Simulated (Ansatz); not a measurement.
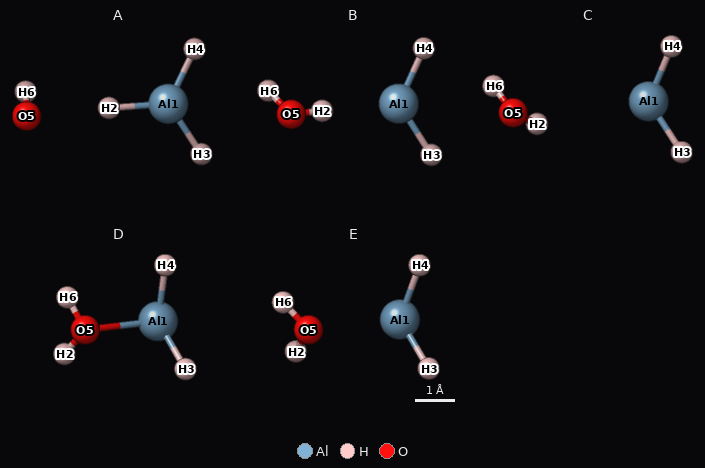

5 geometries from one relaxation of AlH4O (multiplicity 2), in shuffled order. The picture is a ball-and-stick view, seen face on.

The run prepares an end point of a later path (reaction) calculation, from a guessed geometry.

Method: Ansatz 0.2.0, UKS PBE0-D4/6-31G*. (collinear spin; force threshold 0.03 eV/Å; at most 50 steps)

Put them in the order of the run, from the start to the converged end.

A, B, C, E, D. They are steps 0, 6, 10, 17, 23, at +53.0 kcal/mol, +37.8 kcal/mol, +20.3 kcal/mol, +8.66 kcal/mol relative to the last. O5 moves most after the best rigid fit: 1.57 Å. Largest moves by element: O 1.57 Å, H 1.41 Å, Al 0.51 Å. Some distances before and after: Al1–O5 3.777 → 2.066 Å, H2–O5 2.208 → 0.969 Å, Al1–H2 1.572 → 2.612 Å, Al1–H3 1.593 → 1.608 Å. New bonds form, among them: Al1–O5 (3.78 → 2.07 Å), H2–O5 (2.21 → 0.97 Å). Bonds break, among them: Al1–H2 (1.57 → 2.61 Å). The energy falls by 53.0 kcal/mol in 22 accepted moves (23 points after the start). The largest force component goes from 0.44 to 0.0076 eV/Å. The line search rejected the trial step at point 12 of the run.

Limits of the set-up: the start holds two separate molecules, 2.2 Å apart at their closest, whose relative position is a soft coordinate.
